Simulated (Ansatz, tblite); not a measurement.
# The cluster In₄As₅H₁₆+: spin-state energies by level

Is the singlet the ground state of the cluster In₄As₅H₁₆+? Other spin states are computed and compared level by level.

Computed with Ansatz 0.2.0, Gaussian basis. Level: as each input shows.

Levels to be run: triplet, at the geometry of the singlet (GFN1-xTB, GFN2-xTB, PBE0-D4/def2-TZVP, PBE-D4/def2-TZVP); the singlet's energies come from earlier runs.

1 further run of the same task is left out (set aside as unsound or not needed).

### 1 The geometry

The singlet was relaxed beforehand with r2SCAN-D4/def2-SVP.

25 atoms, charge 1, spin multiplicity 1.

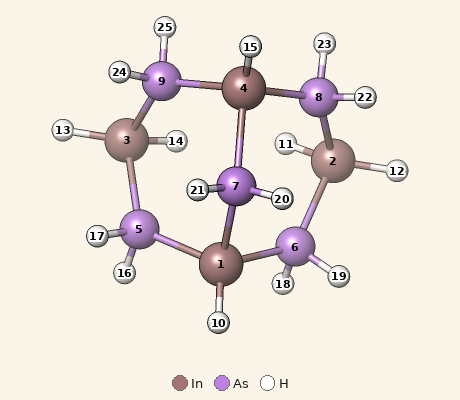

The structure; indium brown, arsenic purple, hydrogen white; atoms are numbered from 1 in the order of the file.

As a file:

```tsv
atom	x (Å)	y (Å)	z (Å)
In1	-1.6975	-1.6820	1.3548
In2	2.0274	-1.9630	-1.9946
In3	-1.9328	1.8436	-2.0517
In4	1.6803	1.7072	1.3437
As5	-2.9579	0.1013	-0.1752
As6	-0.0209	-2.8544	-0.3625
As7	0.0266	-0.0182	2.5963
As8	2.9386	-0.0225	-0.2510
As9	-0.0615	2.8783	-0.3052
H10	-2.6130	-2.6789	2.4041
H11	1.2139	-1.0584	-3.1938
H12	3.1986	-3.2013	-1.8999
H13	-3.1045	3.0712	-2.2229
H14	-1.0058	0.8158	-3.0555
H15	2.6087	2.6965	2.3889
H16	-4.0484	-0.7151	-0.8288
H17	-3.8521	0.8350	0.7972
H18	-0.9720	-3.6198	-1.2545
H19	0.4648	-4.0508	0.4228
H20	0.8663	-0.8487	3.5369
H21	-0.7378	0.7435	3.6522
H22	3.9925	-0.6095	0.6597
H23	3.8736	0.8724	-1.0325
H24	-0.7045	3.9346	0.5642
H25	0.8176	3.8231	-1.0926
```

In takes a core potential in the def2 sets. No spin-orbit coupling is included. The ion is computed in the gas phase, without counter-ions or solvent.

### 2 Triplet at the fixed geometry, GFN1-xTB

Tight binding, by tblite at 300 K electronic temperature and without a spin-polarisation term:

```python
tblite.interface.Calculator('GFN1-xTB', numbers, positions, charge=1, uhf=2).singlepoint()
```

Energy -712.4818 eV; 0.085 s.

### 3 Triplet at the fixed geometry, GFN2-xTB

Tight binding, by tblite at 300 K electronic temperature and without a spin-polarisation term:

```python
tblite.interface.Calculator('GFN2-xTB', numbers, positions, charge=1, uhf=2).singlepoint()
```

Energy -660.9122 eV; 0.062 s.

### 4 Triplet at the fixed geometry, PBE0-D4/def2-TZVP

in.yaml

```yaml
crystal:
  periodic: [false, false, false]
  atoms:
    - {symbol: In, position_ang: [-1.697548, -1.681976, 1.354796]}
    - {symbol: In, position_ang: [2.027354, -1.962992, -1.994618]}
    - {symbol: In, position_ang: [-1.932848, 1.843649, -2.051749]}
    - {symbol: In, position_ang: [1.680298, 1.707229, 1.343719]}
    - {symbol: As, position_ang: [-2.957931, 0.101285, -0.175163]}
    - {symbol: As, position_ang: [-0.020881, -2.854440, -0.362550]}
    - {symbol: As, position_ang: [0.026578, -0.018224, 2.596269]}
    - {symbol: As, position_ang: [2.938632, -0.022497, -0.250994]}
    - {symbol: As, position_ang: [-0.061537, 2.878349, -0.305201]}
    - {symbol: H, position_ang: [-2.613024, -2.678883, 2.404144]}
    - {symbol: H, position_ang: [1.213873, -1.058449, -3.193797]}
    - {symbol: H, position_ang: [3.198552, -3.201278, -1.899873]}
    - {symbol: H, position_ang: [-3.104536, 3.071230, -2.222945]}
    - {symbol: H, position_ang: [-1.005846, 0.815844, -3.055498]}
    - {symbol: H, position_ang: [2.608744, 2.696468, 2.388887]}
    - {symbol: H, position_ang: [-4.048380, -0.715097, -0.828841]}
    - {symbol: H, position_ang: [-3.852058, 0.834962, 0.797194]}
    - {symbol: H, position_ang: [-0.971998, -3.619758, -1.254459]}
    - {symbol: H, position_ang: [0.464849, -4.050811, 0.422777]}
    - {symbol: H, position_ang: [0.866307, -0.848655, 3.536854]}
    - {symbol: H, position_ang: [-0.737846, 0.743461, 3.652216]}
    - {symbol: H, position_ang: [3.992481, -0.609506, 0.659750]}
    - {symbol: H, position_ang: [3.873632, 0.872447, -1.032482]}
    - {symbol: H, position_ang: [-0.704502, 3.934561, 0.564218]}
    - {symbol: H, position_ang: [0.817625, 3.823060, -1.092641]}
basis:
  gaussian: {orbitals: def2-TZVP, fitting: {mean_field: def2-universal-jkfit}}
total_charge: 1
magnetization: {spin_polarized: true, initial_magnetization: 2}
hamiltonian: {xc: pbe0, dispersion: d4}
scf: {omitted_lower_state_checks: [starts]}
output: {orbitals: {seedname: orbitals}}
```

Started as:

```bash
$ ansatz run in.yaml --threads 2 --pin off --events-out ev --progress --plain --max-ram 22528MiB --backend cuda --devices 0, --max-vram 18GiB
```

The log of the run:

```text
Functional definition: PBE0
  name "PBE0"
  cite "Adamo & Barone, J. Chem. Phys. 110, 6158 (1999) doi:10.1063/1.478522"
  cite "Perdew, Burke & Ernzerhof, Phys. Rev. Lett. 77, 3865 (1996) doi:10.1103/PhysRevLett.77.3865"
  parent pbe
  parameter a = 0.25
  parameter kappa = 0.804
  parameter beta = 0.06672455060314922
  exchange = (1 - a)*pbe_x(kappa = kappa, mu = beta*pi^2/3) + a*exact_x
  correlation = pbe_c(beta = beta)
these checks for a lower state are left out or cut short: starts
2490 factors; integrals over basis functions are off by at most 6.3e-1 eV
mean field evaluation 1: about -325115.7383 eV, gradient 2.2e1 eV
mean field evaluation 2: about -325115.7992 eV, gradient 2.0e1 eV
mean field evaluation 4: about -325118.0441 eV, gradient 4.2e0 eV
mean field evaluation 8: about -325118.2107 eV, gradient 4.5e-1 eV
mean field evaluation 16: about -325118.5775 eV, gradient 2.9e-1 eV
mean field -325118.58650005 eV, -11947.8876805839 hartree, gradient 6.5e-6 eV, S^2 2.008917; 0 other end points of the search recorded, 0 dependent functions left out
reference -325118.58659362 eV, -11947.8876840226 hartree; 133, 131 occupied and 403, 405 virtual orbitals, 2490 factors
Total energy: -325119.64700150 eV, -11947.9266532935 hartree
Checks for a lower state left out: starts
```

It took 11 s on 1 × H100 (card shared with other runs) with 2 threads of AMD EPYC 7R13, shared host; peak host memory 1.2 GiB.

Report: HOMO -6.10 eV, LUMO -9.16 eV (over both spins; with the spin held, an empty level of the minority spin lies below the top filled one); ⟨S²⟩ 2.009 (pure: 2.00).

### 5 Triplet at the fixed geometry, PBE-D4/def2-TZVP

start.molden holds the orbitals of an earlier run on this state, given as this run's starting guess.

Changes to in.yaml since step 4:

```diff
@@ -29,6 +29,6 @@
 basis:
-  gaussian: {orbitals: def2-TZVP, fitting: {mean_field: def2-universal-jkfit}}
+  gaussian: {orbitals: def2-TZVP, fitting: {mean_field: def2-universal-jkfit}, initial_orbitals: start.molden}
 total_charge: 1
 magnetization: {spin_polarized: true, initial_magnetization: 2}
-hamiltonian: {xc: pbe0, dispersion: d4}
+hamiltonian: {xc: pbe, dispersion: d4}
 scf: {omitted_lower_state_checks: [starts]}
```

Same command.

The log of the run:

```text
Functional definition: PBE
  name "PBE"
  cite "Perdew, Burke & Ernzerhof, Phys. Rev. Lett. 77, 3865 (1996) doi:10.1103/PhysRevLett.77.3865"
  parent pbe
  parameter kappa = 0.804
  parameter beta = 0.06672455060314922
  exchange = pbe_x(kappa = kappa, mu = beta*pi^2/3)
  correlation = pbe_c(beta = beta)
these checks for a lower state are left out or cut short: starts
2490 factors; integrals over basis functions are off by at most 6.3e-1 eV
mean field evaluation 1: about -325109.0376 eV, gradient 1.4e1 eV
mean field evaluation 2: about -325109.4837 eV, gradient 7.1e-1 eV
mean field evaluation 4: about -325109.5477 eV, gradient 8.7e-2 eV
mean field evaluation 8: about -325109.5740 eV, gradient 3.5e-1 eV
mean field evaluation 16: about -325109.5889 eV, gradient 3.5e-5 eV
mean field -325109.58886430 eV, -11947.5570235689 hartree, gradient 2.8e-6 eV, S^2 2.004224; 0 other end points of the search recorded, 0 dependent functions left out
reference -325109.58899337 eV, -11947.5570283123 hartree; 133, 131 occupied and 403, 405 virtual orbitals, 2490 factors
Total energy: -325110.75525660 eV, -11947.5998876952 hartree
Checks for a lower state left out: starts
```

Run time: 8.5 s. Hardware: 1 × H100 (card shared with other runs) with 2 threads of AMD EPYC 7R13, shared host; peak host memory 1.2 GiB.

From the report: HOMO -5.53 eV, LUMO -9.50 eV (over both spins; with the spin held, an empty level of the minority spin lies below the top filled one); ⟨S²⟩ 2.004 (pure: 2.00).

### 6 Triplet less singlet, vertical

The singlet's energies are those of its earlier runs, whose logs aren't repeated here.

```tsv
level	triplet less singlet, vertical (kcal/mol)	time
GFN1-xTB	+81.0	0.17 s
GFN2-xTB	+77.1	0.13 s
PBE-D4/def2-TZVP	+96.6	13 s
PBE0-D4/def2-TZVP	+108.1	14 s
```

Times add the two runs; a level without a time comes out of a correlated run. Tight binding without a spin term can't rank spin states.

### 7 What came out

| quantity | value |
| --- | --- |
| triplet less singlet, vertical, functionals in def2-TZVP | +96.6 (PBE-D4) to +108.1 kcal/mol (PBE0-D4) |

**Reading.** All functionals put the triplet above the singlet, over a spread of 11.5 kcal/mol. The checks for a lower triplet were left out, so another state of that spin may lie lower. These are electronic energies, without zero-point motion, entropy or surroundings.
